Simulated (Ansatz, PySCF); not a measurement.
Potential energy curve for Be₂, singlet.

RKS-B3LYP/LANL2DZ = PySCF with restricted B3LYP/LANL2DZ; RCCSDT = CCSDT on RHF/aug-cc-pVDZ, frozen core in Ansatz (a quantum-chemistry and plane-wave program); UKS-B3LYP/6-31G* = unrestricted B3LYP/6-31G*, spherical d in PySCF.

Energies are in kcal/mol, each relative to the lowest point of its own curve near equilibrium.

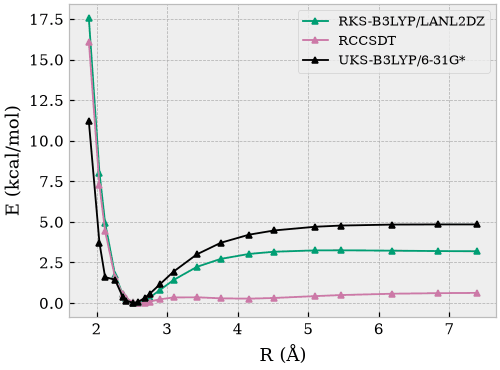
*Energy against bond length for each method.*

```json
[
 {"R / Å": "1.89", "RKS-B3LYP/LANL2DZ": "17.5", "RCCSDT": "16.1", "UKS-B3LYP/6-31G*": "11.2"},
 {"R / Å": "2.04", "RKS-B3LYP/LANL2DZ": "8.0", "RCCSDT": "7.3", "UKS-B3LYP/6-31G*": "3.7"},
 {"R / Å": "2.12", "RKS-B3LYP/LANL2DZ": "4.9", "RCCSDT": "4.4", "UKS-B3LYP/6-31G*": "1.6"},
 {"R / Å": "2.26", "RKS-B3LYP/LANL2DZ": "1.7", "RCCSDT": "1.6", "UKS-B3LYP/6-31G*": "1.4"},
 {"R / Å": "2.37", "RKS-B3LYP/LANL2DZ": "0.5", "RCCSDT": "0.6", "UKS-B3LYP/6-31G*": "0.4"},
 {"R / Å": "2.42", "RKS-B3LYP/LANL2DZ": "0.3", "RCCSDT": "0.3", "UKS-B3LYP/6-31G*": "0.1"},
 {"R / Å": "2.52", "RKS-B3LYP/LANL2DZ": "0.0", "RCCSDT": "0.0", "UKS-B3LYP/6-31G*": "0.0"},
 {"R / Å": "2.59", "RKS-B3LYP/LANL2DZ": "0.0", "RCCSDT": "0.0", "UKS-B3LYP/6-31G*": "0.1"},
 {"R / Å": "2.68", "RKS-B3LYP/LANL2DZ": "0.2", "RCCSDT": "0.0", "UKS-B3LYP/6-31G*": "0.3"},
 {"R / Å": "2.75", "RKS-B3LYP/LANL2DZ": "0.3", "RCCSDT": "0.1", "UKS-B3LYP/6-31G*": "0.6"},
 {"R / Å": "2.90", "RKS-B3LYP/LANL2DZ": "0.8", "RCCSDT": "0.2", "UKS-B3LYP/6-31G*": "1.2"},
 {"R / Å": "3.09", "RKS-B3LYP/LANL2DZ": "1.4", "RCCSDT": "0.3", "UKS-B3LYP/6-31G*": "1.9"},
 {"R / Å": "3.42", "RKS-B3LYP/LANL2DZ": "2.2", "RCCSDT": "0.4", "UKS-B3LYP/6-31G*": "3.0"},
 {"R / Å": "3.76", "RKS-B3LYP/LANL2DZ": "2.7", "RCCSDT": "0.3", "UKS-B3LYP/6-31G*": "3.7"},
 {"R / Å": "4.16", "RKS-B3LYP/LANL2DZ": "3.0", "RCCSDT": "0.3", "UKS-B3LYP/6-31G*": "4.2"},
 {"R / Å": "4.52", "RKS-B3LYP/LANL2DZ": "3.2", "RCCSDT": "0.3", "UKS-B3LYP/6-31G*": "4.5"},
 {"R / Å": "5.10", "RKS-B3LYP/LANL2DZ": "3.2", "RCCSDT": "0.4", "UKS-B3LYP/6-31G*": "4.7"},
 {"R / Å": "5.46", "RKS-B3LYP/LANL2DZ": "3.3", "RCCSDT": "0.5", "UKS-B3LYP/6-31G*": "4.8"},
 {"R / Å": "6.19", "RKS-B3LYP/LANL2DZ": "3.2", "RCCSDT": "0.6", "UKS-B3LYP/6-31G*": "4.8"},
 {"R / Å": "6.84", "RKS-B3LYP/LANL2DZ": "3.2", "RCCSDT": "0.6", "UKS-B3LYP/6-31G*": "4.8"},
 {"R / Å": "7.39", "RKS-B3LYP/LANL2DZ": "3.2", "RCCSDT": "0.6", "UKS-B3LYP/6-31G*": "4.8"}
]
```

At the longest distance, 7.39 Å, UKS-B3LYP/6-31G* lies highest above its minimum (4.8 kcal/mol) and RCCSDT lowest (0.6 kcal/mol).

The unrestricted solution behind UKS-B3LYP/6-31G* changes between 2.12 and 2.26 Å, which can leave a kink. The unrestricted determinant behind UKS-B3LYP/6-31G* is spin-contaminated at 1.89 to 2.12 Å (<S²> up to 0.7, against 0.00 for a pure singlet).
